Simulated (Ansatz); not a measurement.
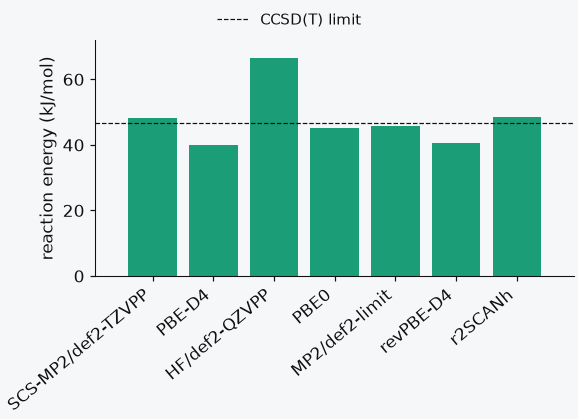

Electronic reaction energy of SnH₂BrF ([F][SnH2][Br]) + AsH₃ ([AsH3]) → SnAsH₄F ([F][SnH2][AsH2]) + HBr (Br) (SMILES in brackets) at several levels (functionals in def2-TZVPP unless a basis is named), isolated molecules at PBE0-D4 triple-zeta geometries, minima by their frequencies, no zero-point or thermal terms, the Ansatz code. The line is frozen-core CCSD(T) at the basis limit (MP2 extrapolated from triple and quadruple zeta, plus CCSD(T) less MP2 in a smaller set). No dispersion term is added to PBE0 and r2SCANh. The distance of SCS-MP2/def2-TZVPP to the limit includes basis error. Core potentials past Kr.

**Which level comes closest to the line (CCSD(T) limit), and which misses most?**

Closest MP2/def2-limit (45.6 kJ/mol), against 46.6 kJ/mol; farthest HF/def2-QZVPP (66.6 kJ/mol).

**What range do the values span, the line included?**

From 39.9 kJ/mol (PBE-D4) to 66.6 kJ/mol (HF/def2-QZVPP).

Note: no scalar relativity up to krypton; outer-core shells are correlated without core-valence functions, which makes the correlated values less sure; spin-orbit coupling is left out, and with Sn it can shift these values.
